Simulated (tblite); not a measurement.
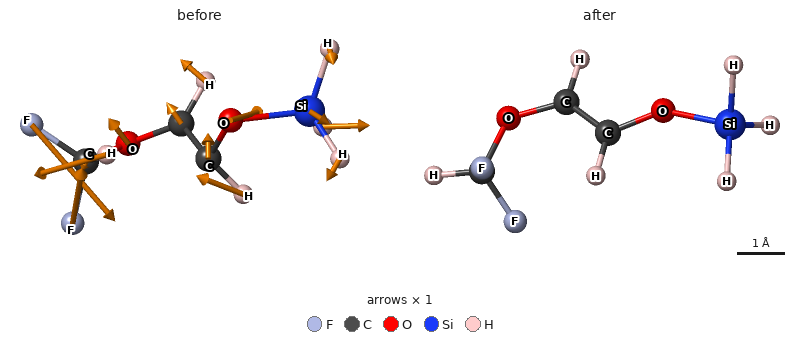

The structure of C₃H₆F₂O₂Si (charge +1, multiplicity 2) before (left) and after (right) a relaxation, at one scale. The orange arrows give the displacements, at their true length.

Style: ball-and-stick. Shown at a tilt.

Computed with GFN2-xTB geometry optimisation, gas phase (tblite 0.8.0). 

**What changed between the two?**

An F atom moves most after the best rigid fit: 2.76 Å. Largest moves by element: F 2.76 Å, H 2.15 Å, O 1.32 Å, C 0.61 Å, Si 0.53 Å. Among the contacts that change: C–Si 2.501 → 2.803 Å, C–O 1.395 → 1.291 Å, C–C 1.483 → 1.382 Å, C–O 1.388 → 1.321 Å. Bond angles that change, for instance: C–O–Si 105.7° → 142.0°, C–O–C 106.7° → 121.3°, O–Si–H 110.6° → 96.9°. Groups turn about O–Si by about 95°, C–O by about 45°. After 197 geometry steps the energy has fallen by 83.1 kcal/mol. Cost: 1.1 s on 1 thread of Arm Neoverse V2 (shared host).
